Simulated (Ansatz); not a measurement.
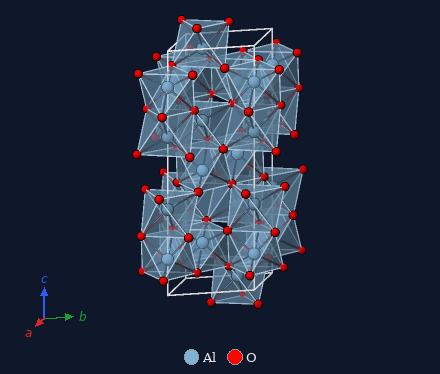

Polyhedra are drawn about Al (bonds: Al–O below 2.2 Å); other atoms are plain spheres.

Al₂O₃ (space group R-3c, No. 167). Coordinates: the geometry relaxed with DFT PBE, scalar-relativistic, plane waves, PAW in Ansatz.

Sharing among the drawn polyhedra:

```json
{"site": "Al", "polyhedron": "AlO6 octahedron", "corner-sharing neighbours": "9", "edge-sharing": "3", "face-sharing": "1", "bond (Å)": "1.87–1.99"}
```

They form a three-dimensional framework of corner-, edge- and face-sharing octahedra.
